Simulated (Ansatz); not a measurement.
**Nudged elastic band, with input and output: C$_{18}$HN**

System: C$_{18}$HN (slab, 20 atoms in the cell).
Method: DFT r2SCAN-D3(BJ), scalar-relativistic, plane waves, PAW, PAW set soft_1 (Ansatz 0.2.0).

One setting was made poor on purpose. It belongs to a series of runs on one base structure; here: an input spoilt on purpose.

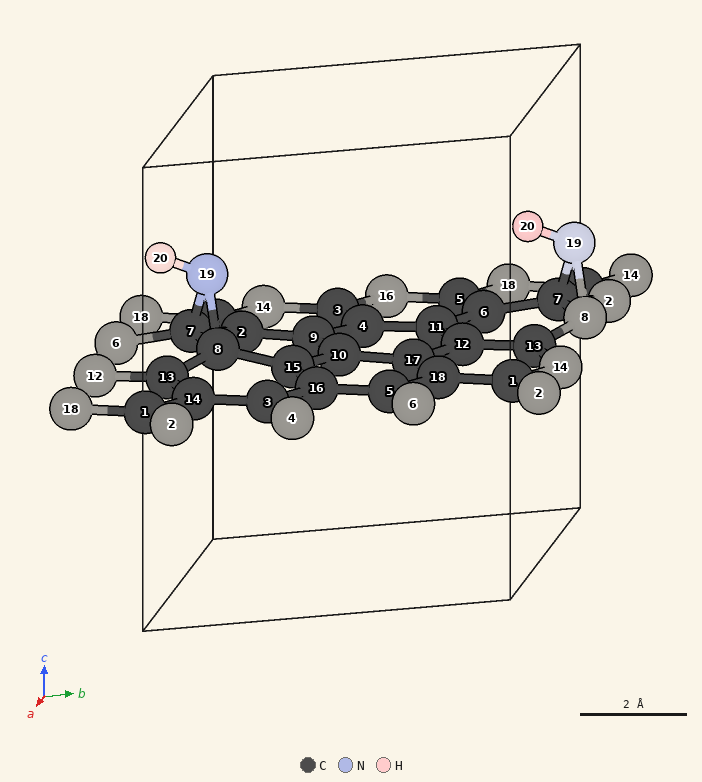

**Figure 1.** The input geometry (ball-and-stick view of the cell of the calculation, with the vacuum cut short, seen slightly off an axis; neighbours outside the cell are drawn fainter; atoms are numbered from 1 in the order of the input). An atom can appear more than once, as a periodic image.

The input:
```yaml
crystal:
  lattice:
    - [7.398, 0.0, 0.0]
    - [-3.699, 6.406856, 0.0]
    - [0.0, 0.0, 12.0]
  atoms:
    - { symbol: C, position: [-0.00075961, 0.00704723, 0.07745413] }
    - { symbol: C, position: [0.21934336, 0.12044805, 0.08499407] }
    - { symbol: C, position: [0.00048327, 0.3397035, 0.07802325] }
    - { symbol: C, position: [0.22011666, 0.44937264, 0.07838785] }
    - { symbol: C, position: [-0.00070125, 0.67158294, 0.07749777] }
    - { symbol: C, position: [0.22001955, 0.77873841, 0.08499406] }
    - { symbol: C, position: [0.32616792, 0.0027912, 0.10937917] }
    - { symbol: C, position: [0.56245952, 0.12093835, 0.10936335] }
    - { symbol: C, position: [0.33069074, 0.33694553, 0.08254011] }
    - { symbol: C, position: [0.55792493, 0.4505633, 0.08253645] }
    - { symbol: C, position: [0.33086144, 0.67255037, 0.08224211] }
    - { symbol: C, position: [0.55775709, 0.78599937, 0.08223833] }
    - { symbol: C, position: [0.66860115, 0.00302765, 0.08497709] }
    - { symbol: C, position: [0.88932081, 0.11659199, 0.07749077] }
    - { symbol: C, position: [0.66927321, 0.34541196, 0.08497171] }
    - { symbol: C, position: [0.88937808, 0.45211667, 0.07744501] }
    - { symbol: C, position: [0.66850045, 0.67356551, 0.07839] }
    - { symbol: C, position: [0.8881334, 0.78352918, 0.07803016] }
    - { symbol: "N", position: [0.44432302, 0.06884104, 0.2157976] }
    - { symbol: H, position: [0.44433905, -0.05799276, 0.24907973] }
basis:
  ecutwfc: 500.0
kpoints:
  mp_grid: { grid: [2, 2, 1] }
hamiltonian:
  xc: r2scan
  dispersion: d3bj
  pseudopotentials: { kind: paw, azcp: { folder: soft_1 } }
scf:
  occupations: { method: gaussian, width: 0.05 }
  lower_state_search: "off"
  max_iter: 60
neb:
  images: 5
  f_tol: 0.05
  initial_path: idpp
  max_iterations: 8
  spring: 10.0
  final_atoms:
    - { symbol: C, position: [0.00217093, -0.00080634, 0.10102897] }
    - { symbol: C, position: [0.22877694, 0.11564362, 0.08216117] }
    - { symbol: C, position: [0.00134798, 0.33167067, 0.07569322] }
    - { symbol: C, position: [0.22355819, 0.44200379, 0.07533373] }
    - { symbol: C, position: [0.00141707, 0.66406799, 0.06984159] }
    - { symbol: C, position: [0.22267194, 0.77167986, 0.07678249] }
    - { symbol: C, position: [0.32913952, -0.00634015, 0.10082827] }
    - { symbol: C, position: [0.56358901, 0.11392071, 0.10571084] }
    - { symbol: C, position: [0.33627176, 0.33127055, 0.07569814] }
    - { symbol: C, position: [0.56028753, 0.44377738, 0.07323487] }
    - { symbol: C, position: [0.33514937, 0.66409926, 0.07712933] }
    - { symbol: C, position: [0.5595865, 0.77733866, 0.0794698] }
    - { symbol: C, position: [0.67066263, -0.00274934, 0.08350253] }
    - { symbol: C, position: [0.88796181, 0.11182446, 0.08064174] }
    - { symbol: C, position: [0.67102462, 0.33642533, 0.0782969] }
    - { symbol: C, position: [0.88938636, 0.44281554, 0.07103883] }
    - { symbol: C, position: [0.67137239, 0.6653886, 0.07446123] }
    - { symbol: C, position: [0.88967114, 0.77171807, 0.07595758] }
    - { symbol: "N", position: [0.4380216, 0.05004498, 0.20636299] }
    - { symbol: H, position: [-0.00058582, -0.00527516, 0.19432572] }
  order_check: false
  n_images: 5
```

Run on 2 threads of Arm Neoverse V1, 24 GiB of memory available, shared host.

Run as:
```bash
ansatz run input.yaml --threads 2 --pin off --max-ram 5120MiB --backend cpu --events-out ev --progress --plain --runs-dir out
```

What the program printed:
```
Error: YAML parse error: error: line 67 column 3: unknown field `n_images`, expected one of images, spring, climbing, order_check, relax_end_points, f_tol, exx_force_gate, max_iterations, max_displacement, density_extrapolation, optimiser, initial_path, freeze_fraction, magnetization_jump, magnetization_bend, levels_near_fermi, parallel_images, constraints, final_atoms
  --> <input>:67:3
   |
65 |     - { symbol: H, position: [-0.00058582, -0.00527516, 0.19432572]…
66 |   order_check: false
67 |   n_images: 5
   |   ^ unknown field `n_images`, expected one of images, spring, climbing, order_check, relax_end_points, f_tol, exx_force_gate, max_iterations, max_displacement, density_extrapolation, optimiser, initial_path, freeze_fraction, magnetization_jump, magnetization_bend, levels_near_fermi, parallel_images, constraints, final_atoms
68 | checkpoint: { write: ck, compress: false, write_wavefunctions: fals…
   |
```

What the run reported:

- outcome: refused by the program

Diagnosis:

The program refused the input: “YAML parse error: error: line 67 column 3: unknown field `n_images`, expected one of images, spring, climbing, order_check, relax_end_points, f_tol, exx_force_gate, max_iterations, max_displacement, density_extrapolation, optimiser, initial_path, freeze_fraction, magnetization_jump, magnetization_bend, …” A deliberately poor setting: bad input.
